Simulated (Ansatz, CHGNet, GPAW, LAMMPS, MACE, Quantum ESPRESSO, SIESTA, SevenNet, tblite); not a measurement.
# 48Ga2O3-52ZnO (mol %) with crystalline order left by the classical run (93 atoms) in GPAW, part 2 of 2

How do the settings of GPAW change the result for 48Ga2O3-52ZnO (mol %) with crystalline order left by the classical run (93 atoms)? A plane-wave run serves as the yardstick.

Program: GPAW 26.7.0; the method stands at each step. Banners, paths, timers and routine set-up lines are dropped from the logs unmarked, and long logs keep their key lines alone; longer cuts are marked.

So far. Step 2 (PBE, LCAO dzp, h 0.18 Å): Forces lie 95 % from the reference's, at 3.7 times its CPU time (on 2 against 4 cores). Step 3 (PBE, LCAO dzp, h 0.18 Å, other mixer settings): Against the first run (95 %), the force difference from the reference is 95 %, at 1.2 times the CPU time: another solver or mixer reaches the same state.

### Step 4. PBE, LCAO szp(dzp), h 0.18 Å

Method: Kohn-Sham DFT, PBE, PAW, atomic orbitals (szp(dzp)).

run.py

```python
import numpy as np
from ase.io import read
from gpaw import GPAW, FermiDirac

atoms = read("structure.xyz")
atoms.calc = GPAW(
    mode="lcao",
    basis="szp(dzp)",
    h=0.18,
    xc="PBE",
    kpts={"size": (1, 1, 1), "gamma": True},
    occupations=FermiDirac(0.05),
    maxiter=200,
    symmetry={"point_group": False},
    txt="gpaw.txt",
)
energy = atoms.get_potential_energy(force_consistent=True)
forces = atoms.get_forces()
print(f"energy {energy:.6f} eV")
print("forces (eV/A)")
for i, (a, f) in enumerate(zip(atoms, forces)):
    print(f"{i:4d} {a.symbol:2s} {f[0]:10.5f} {f[1]:10.5f} {f[2]:10.5f}")
print(f"Fermi level {atoms.calc.get_fermi_level():.4f} eV")
for k in range(len(atoms.calc.get_ibz_k_points())):
    for s in range(atoms.calc.get_number_of_spins()):
        e = atoms.calc.get_eigenvalues(kpt=k, spin=s)
        n = np.searchsorted(e, atoms.calc.get_fermi_level())
        print(f"k {k} spin {s} levels about the Fermi level:", np.round(e[max(n - 6, 0):n], 4).tolist(), "|", np.round(e[n:n + 6], 4).tolist())
```

structure.xyz

```xyz
93
Lattice="10.06936 0.00000 0.00000 0.00000 10.06936 0.00000 0.00000 0.00000 10.06936" Properties=species:S:1:pos:R:3 pbc="T T T"
[... 93 atom lines left out: the same atoms as in the first run ...]
```

Started as:

```sh
OMP_NUM_THREADS=1 python run.py > output.txt
```

The program printed:

```text
energy -446.239872 eV
forces (eV/A)
   0 Ga   -0.07277   -0.54565   -0.08765
   1 Ga   -0.44404   -0.49398    0.39537
   2 Ga    0.61373    0.31808    0.68674
   3 Ga   -0.40578   -0.85878   -0.27183
   4 Ga    0.09156   -0.30549    0.13530
   5 Ga   -0.36856   -0.42324    0.18105
   6 Ga   -0.34658    0.41548   -1.13791
   7 Ga   -0.85349   -0.30596    0.50294
   8 Ga    0.31768    0.16474   -0.01249
   9 Ga   -0.41833    0.79827    0.61013
  10 Ga    0.06883   -0.31629    0.58078
  11 Ga   -0.41295   -0.49344   -0.23480
  12 Ga   -0.19999    0.98052   -0.23118
  13 Ga    0.29710   -0.09095   -0.80248
  14 Ga    0.22635   -0.33869   -0.01059
  15 Ga   -0.56356   -0.40866   -0.05481
  16 Ga    0.13650    1.05143   -0.46259
  17 Ga    0.55329    0.64148   -0.68894
  18 Ga    0.11473   -0.32400   -0.02855
  19 Ga   -0.53021   -0.03474   -0.03114
  20 Ga    0.08266    0.28201    0.29437
  21 Ga   -0.20068   -0.73322    0.08430
  22 Ga   -0.42535   -0.97133   -0.48531
  23 Ga   -0.63724    0.40936    0.20337
[...]
85 O    -0.20471   -0.77770   -0.77079
  86 O    -0.00710   -0.20932   -0.77364
  87 O     0.25284    0.04075    0.11734
  88 O    -0.45855    0.01570   -0.81267
  89 O     0.12955   -0.12259    0.38155
  90 O    -0.80320   -1.12588    0.32704
  91 O    -0.43255    1.20620   -0.01122
  92 O     0.37778    0.22915   -0.32440
Fermi level 6.1891 eV
k 0 spin 0 levels about the Fermi level: [5.1825, 5.1909, 5.2777, 5.3561, 5.4505, 5.8984] | [6.4797, 8.491, 9.0823, 9.3534, 9.4012, 9.5903]
```

gpaw.txt:

```text
Input parameters:
  mode=LCAO(),
  basis={'default': 'szp(dzp)'},
  h=0.18,
  kpts=MonkhorstPack(size=(1, 1, 1), gamma=True),
  maxiter=200,
  occupations=Occupations(name='fermi-dirac', width=0.05, fixmagmom=False),
  symmetry=Symmetry(point_group=False),
  xc=XC(name='PBE')
Unit cell  # Å
| periodic |         x |         y |         z |   lengths |    angles |
[... lines left out ...]
  Fermi-Dirac:
[... lines left out ...]
convergence criteria:
- Maximum [total energy] change in last 3 cyles: 0.0005 eV / valence electron
[... lines left out ...]
Converged in 13 steps
[... lines left out ...]
  Free energy:    -446.239872
  Extrapolated:   -446.237840
dipole moment: (-38.482137, -56.574797, 122.573386)  # |e|*Ang
Fermi level: 6.189
Eigenvalues  # (at kpt = [0.000, 0.000, 0.000])
| band index |      eig [eV] | occ [0-2] |
|------------|---------------|-----------|
|          0 |       -14.229 |     2.000 |
|        ... |               |           |
|        274 |         5.045 |     2.000 |
|        275 |         5.110 |     2.000 |
[...]
|        289 |         9.940 |     0.000 |
|        ... |               |           |
|        342 |        14.390 |     0.000 |
Gap: 0.581 eV
Transition (v -> c):
  (s=0, k=0, n=281, [0.00, 0.00, 0.00]) -> (s=0, k=0, n=282, [0.00, 0.00, 0.00])
No difference between direct/indirect transitions
Force computation time: 43.871  # s
timing:  # [seconds]
  Total:  283.766  # ━━━━━━━━━━━━━━━━━━━━━━━━━━━━━━━━━━━━━━━━━━━━━━━━━━━━━━━━
  Init:    11.485  # ━━╸
  SCF:    228.363  # ━━━━━━━━━━━━━━━━━━━━━━━━━━━━━━━━━━━━━━━━━━━━━
  Forces:  43.871  # ━━━━━━━━╸
```

Wall time 4.8 min (1 thread of Arm Neoverse V2, shared host); peak memory 1.9 GiB.

Numbers from this run, and their distance from the reference:

- r.m.s. force component: 0.5057 eV/Å
- r.m.s. difference of force components: 394.8 meV/Å
- longest difference of force vectors: 1619 meV/Å
- force difference over r.m.s. force: 108.6 %
- slope of forces against the reference's: 0.8778
- correlation of force components: 0.631
- gap (highest filled to lowest empty level): 0.5813 eV
- gap difference: -0.2519 eV

This is a coarse setting, run to see what it loses.

Against the first run (95 %), the force difference from the reference is 109 %, at 0.80 times the CPU time (on 1 against 2 cores), with 879 basis functions against 1321: the smaller basis costs accuracy.

### Step 5. The ladder

Differences are against the plane-wave reference, forces as r.m.s. over components; share is that over the reference's r.m.s. force, slope the least-squares factor from reference forces to these. Total energies of different programs have different zeros and aren't compared.

| run | Δ force, r.m.s. (meV/Å) | share (%) | slope | Δ gap (eV) | cores | CPU time | memory (GiB) |
| --- | --- | --- | --- | --- | --- | --- | --- |
| reference | - | - | - | - | 4 | 96 s | 1.7 |
| GPAW PBE, LCAO dzp, h 0.18 Å | 347 | 95.4 | 0.856 | -0.103 | 2 | 5.9 min | 2.3 |
| GPAW PBE, LCAO dzp, h 0.18 Å, other mixer settings | 347 | 95.4 | 0.857 | -0.104 | 2 | 7 min | 2.3 |
| GPAW PBE, LCAO szp(dzp), h 0.18 Å (coarse) | 395 | 109 | 0.878 | -0.252 | 1 | 4.8 min | 1.9 |

Rows marked coarse were listed beforehand as settings not expected to be converged; some can still land near the reference.

CPU time is summed over cores on a shared host, where runs went side by side, so it is rough. Symmetry, cutoffs, thresholds, outputs and thread counts weren't matched or tuned between programs; memory under MPI is the largest rank's times the ranks.

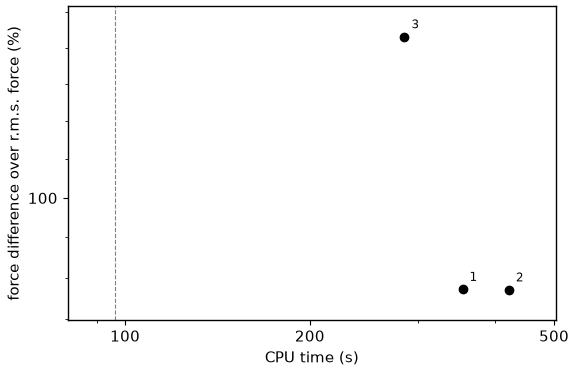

Force difference against CPU time; the dashed line marks the reference's time. Points: 1 GPAW PBE, LCAO dzp, h 0.18 Å; 2 GPAW PBE, LCAO dzp, h 0.18 Å, other mixer settings; 3 GPAW PBE, LCAO szp(dzp), h 0.18 Å.

Within one program, basis, potentials and functional, energies share a zero. Each run against its twin at the usual cutoff or grid and solver:

| run | twin | Δ energy (meV/atom) | Δ force, r.m.s. (meV/Å) | CPU time over the twin's |
| --- | --- | --- | --- | --- |
| GPAW PBE, LCAO dzp, h 0.18 Å, other mixer settings | LCAO dzp, h 0.18 Å | 0 | 1.06 | 1.2 |

### Step 6. Results

```
nearest in forces : a tie at 95 % of 2 runs: GPAW PBE, LCAO dzp, h 0.18 Å; GPAW PBE, LCAO dzp, h 0.18 Å, other mixer settings
```

What this shows: The PBE runs in local orbitals, coarse settings apart, differ by 95 % in each run; basis, grid and potentials can all enter, and differences of this size make the forces unusable. Runs with settings chosen to be coarse differ by 109 % (GPAW PBE, LCAO szp(dzp), h 0.18 Å), their programs' other errors included. None of the electronic-structure runs in the table takes under half the reference's CPU time of 96 s; they take 3.0 to 4.4 times as much. At the same functional, gaps differ from the reference's 0.833 eV by between -0.25 and -0.10 eV. The potentials hold different valence shells: 824 electrons in the reference, 564 in GPAW; this bears on time and differences. GPAW's setups keep the filled d shell of Ga in the core. GPAW's Ga setup keeps the 3d shell in the core. The quench rate of 20 K/ps is many orders above laboratory rates, so the cell is likely richer in defects and strain than a real sample. The network of bonds at the start is that of the classical potential that made the cell, and needn't be the one that DFT or experiment would give. The reference's stress is far from hydrostatic: its diagonal is 1.4, 8.9, 2.1 GPa, compression counted positive. The reference's pressure of 4.1 GPa belongs to a cell and atoms that aren't relaxed at this level. The electronic-structure runs sample only Γ, in a cell whose shortest periodic width is 10 Å.

[Also dropped from logs without a mark: logging warnings of Python, and SIESTA's first energy breakdown and zero terms.]

[Logs are printed without paths, hosts, clocks, repeated set-up lines and the standing remarks that a program may print on its own settings, such as how far it seeks lower states.]

[Hosts, paths, dates, database ids (printed as entryN), source tags and the programs' standing remarks are cut or masked in the printed files.]
